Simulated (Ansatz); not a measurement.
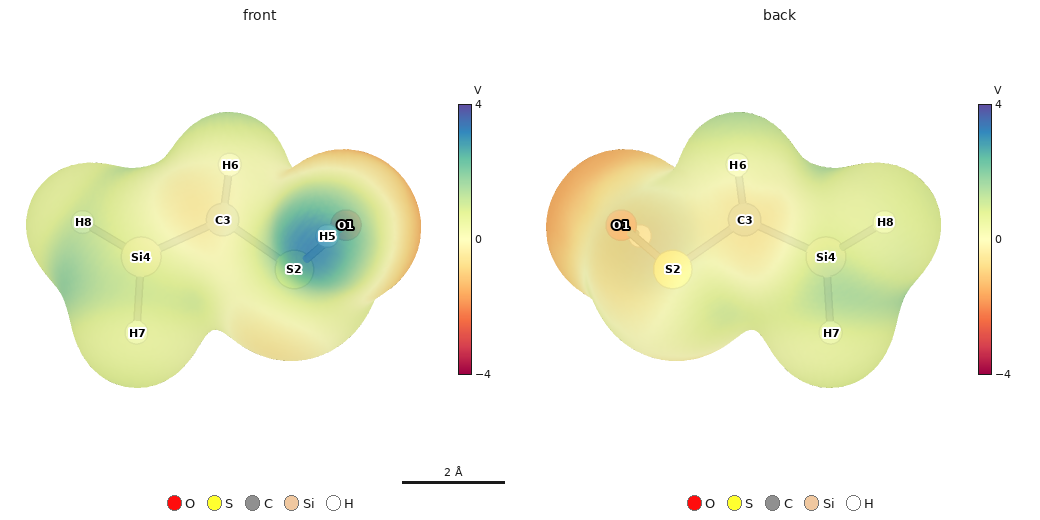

Figure. CH4OSSi. The molecular electrostatic potential painted on the density surface at 0.004 e/bohr³, seen from the front and from behind; red is negative and blue positive.

Method: RKS PBE/cc-pVDZ in Ansatz 0.2.0.

```xyz
8

O    -1.2933    1.5322   -0.8187
S    -0.7137    1.4330    0.8100
C    -0.0822   -0.1709    0.9433
Si   -0.4327   -1.1529    2.3667
H    -2.1645    1.0779   -0.7877
H     0.5687   -0.5358    0.1277
H    -1.2573   -0.5419    3.4637
H     0.5220   -2.2433    2.7709
```

Q: Which sites attract a positive test charge, and which a negative one?

A: A positive charge is drawn to the negative regions and a negative charge to the positive ones. The most negative region (about −1.5 V) lies over O1, the most positive (about +3.1 V) over H5. O1 is the likeliest acceptor of a hydrogen bond.
